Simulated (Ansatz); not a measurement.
# One shape, several levels: BH2O (SMILES B[O])

Aim: a comparison of 6 runs (U-r2SCAN/STO-3G, USVWN5/STO-3G, RPA@PBE/STO-3G, UMP2/STO-3G, UCCSDT(Q)/STO-3G, UCCSDT/STO-3G) of BH2O. 

The calculation is run with Ansatz 0.2.0.

55 further runs of the same task are left out: 55 set aside as unsound or not needed.

**1. The structure to begin with**

The species is BH2O (4 atoms), meant as a doublet with charge 0. SMILES: `B[O]`. The H3–B1 distance was set to 3.028 Å, away from the relaxed value. At this shape a bond of the SMILES string is far longer than usual.

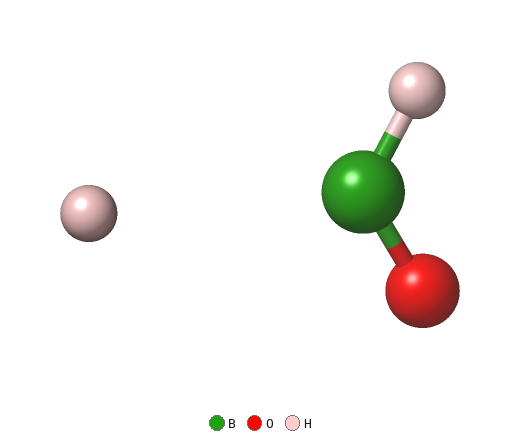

Viewed from a chosen angle; boron green, oxygen red, hydrogen pink.

**2. A single-point energy at U-r2SCAN/STO-3G (run 1)**

Input file molecule.yaml:

```yaml
crystal:
  periodic: [false, false, false]
  atoms:
    - {symbol: B, position_ang: [1.576132, 0.855790, -0.265147]}
    - {symbol: O, position_ang: [2.602532, 0.525290, 0.426853]}
    - {symbol: H, position_ang: [-1.052600, -0.587700, 0.151600]}
    - {symbol: H, position_ang: [1.661132, 1.744590, -1.083647]}
basis:
  gaussian: {orbitals: STO-3G}
magnetization: {spin_polarized: true, initial_magnetization: 1}
hamiltonian: {xc: {name: r2SCAN}}
accuracy: high
```

Started as:

```sh
$ ansatz run molecule.yaml --threads 1 --pin off --max-ram 2610MiB --events-out events.jsonl --progress --plain --runs-dir runs
```

Standard output:

```text
Warning: RAYON_NUM_THREADS=1 ignored (pool sized by the plan → 1); use --threads N
Functional definition: r2SCAN
  name "r2SCAN"
  parameter k0 = 0.174
  parameter k1 = 0.065
  parameter a1 = 4.9479
  exchange = r2scan_x(k0 = k0, k1 = k1, a1 = a1)
  correlation = r2scan_c
187 factors; integrals over basis functions are off by at most 3.6e-8 eV
mean field evaluation 1: about -2712.2491 eV, gradient 1.5e1 eV
mean field evaluation 2: about -2685.5650 eV, gradient 7.2e1 eV
mean field evaluation 4: about -2713.7367 eV, gradient 5.9e-1 eV
mean field evaluation 8: about -2713.6818 eV, gradient 8.2e-3 eV
mean field evaluation 16: about -2713.6818 eV, gradient 1.6e-5 eV
mean field -2713.68177560 eV, -99.7259658536 hartree, gradient 3.6e-8 eV, S^2 0.752792; 2 other end points of the search recorded, 0 dependent functions left out
reference -2713.68177641 eV, -99.7259658836 hartree; 8, 7 occupied and 4, 5 virtual orbitals, 187 factors
Total energy: -2713.68177641 eV, -99.7259658836 hartree
```

Wall time 2.3 s (1 thread of Arm Neoverse V2, shared host); peak memory 0.17 GiB.

**3. The energy at USVWN5/STO-3G (run 2)**

Input file input.yaml:

```yaml
crystal:
  periodic: [false, false, false]
  atoms:
    - {symbol: B, position_ang: [1.576132, 0.855790, -0.265147]}
    - {symbol: O, position_ang: [2.602532, 0.525290, 0.426853]}
    - {symbol: H, position_ang: [-1.052600, -0.587700, 0.151600]}
    - {symbol: H, position_ang: [1.661132, 1.744590, -1.083647]}
basis:
  gaussian: {orbitals: STO-3G}
magnetization: {spin_polarized: true, initial_magnetization: 1}
hamiltonian: {xc: {name: SVWN5}}
accuracy: high
```

Started as:

```sh
$ ansatz run input.yaml --threads 1 --pin off --max-ram 2610MiB --events-out events.jsonl --progress --plain --runs-dir runs
```

Standard output:

```text
Warning: RAYON_NUM_THREADS=1 ignored (pool sized by the plan → 1); use --threads N
Functional definition: SVWN5
  name "SVWN5"
  exchange = slater_x
  correlation = vwn5_c
187 factors; integrals over basis functions are off by at most 3.6e-8 eV
mean field evaluation 1: about -2690.4654 eV, gradient 1.2e1 eV
mean field evaluation 2: about -2668.2773 eV, gradient 6.7e1 eV
mean field evaluation 4: about -2691.4197 eV, gradient 6.5e-1 eV
mean field evaluation 8: about -2691.3676 eV, gradient 1.3e-2 eV
mean field evaluation 16: about -2691.3676 eV, gradient 2.3e-7 eV
mean field -2691.36758810 eV, -98.9059345884 hartree, gradient 5.0e-9 eV, S^2 0.750209; 0 other end points of the search recorded, 0 dependent functions left out
reference -2691.36758970 eV, -98.9059346468 hartree; 8, 7 occupied and 4, 5 virtual orbitals, 187 factors
Total energy: -2691.36758970 eV, -98.9059346468 hartree
```

Run time: 0.46 s. Hardware: 1 thread of Arm Neoverse V2, shared host; peak memory 0.089 GiB.

Runs 3 to 5 aren't shown in full; the table further down has their settings and results.

**4. The energy at UCCSDT/STO-3G (run 6)**

Input file in.yaml:

```yaml
crystal:
  periodic: [false, false, false]
  atoms:
    - {symbol: B, position_ang: [1.576132, 0.855790, -0.265147]}
    - {symbol: O, position_ang: [2.602532, 0.525290, 0.426853]}
    - {symbol: H, position_ang: [-1.052600, -0.587700, 0.151600]}
    - {symbol: H, position_ang: [1.661132, 1.744590, -1.083647]}
basis:
  gaussian: {orbitals: STO-3G}
total_charge: 0
magnetization: {spin_polarized: true, initial_magnetization: 1}
correlation: {method: ccsdt, frozen_orbitals: {B: 1, H: 0, O: 1}}
accuracy: high
scf: {omitted_lower_state_checks: [cluster_reference, increment]}
```

Started as:

```sh
$ ansatz run in.yaml --threads 1 --pin off --max-ram 2610MiB --events-out events.jsonl --progress --plain --runs-dir runs
```

Standard output:

```text
Warning: RAYON_NUM_THREADS=1 ignored (pool sized by the plan → 1); use --threads N
[... 17 lines left out ...]
2 core orbitals not correlated: weight in the atoms' cores, before any rotation towards them, 1.000 or more for the frozen orbitals, at most 0.000 for the correlated occupied ones
[... 41 lines left out ...]
Total energy: -2704.46698095 eV, -99.3873283962 hartree
Checks for a lower state left out: cluster_reference, increment
```

Run time: 0.76 s. Hardware: 1 thread of Arm Neoverse V2, shared host.

**5. Overview of the runs**

```
run             level  frozen core orbitals  energy (Eh)   ⟨S²⟩  wall time
  1   U-r2SCAN/STO-3G                     –   -99.725966  0.753      2.3 s
  2     USVWN5/STO-3G                     –   -98.905935  0.750     0.46 s
  3    RPA@PBE/STO-3G                     2   -99.435607  0.750     0.86 s
  4       UMP2/STO-3G                     2   -99.316067  1.401     0.14 s
  5  UCCSDT(Q)/STO-3G                     2   -99.387765  1.401      1.7 s
  6     UCCSDT/STO-3G                     2   -99.387328  1.401     0.76 s
```

**6. Summary of results**

```
                                          quantity         value
                               run 6: total energy  -99.38733 Eh
run 6: correlation energy (2 core orbitals frozen)    -149.2 mEh
          run 6: ⟨S²⟩ of the reference determinant         1.401
                              run 6: T1 diagnostic         0.116
```

Totals of different functionals can't be ranked against each other. In runs 1, 2, 3, 4, 5, 6 the basis is minimal, so the values are rough. Spin contamination of the reference: run 4 ⟨S²⟩ = 1.40, run 5 ⟨S²⟩ = 1.40, run 6 ⟨S²⟩ = 1.40. Where it is this large, the reference is a mixture of spin states, and values that rest on it are in doubt. All runs together took 6.2 s, the longest 2.3 s.
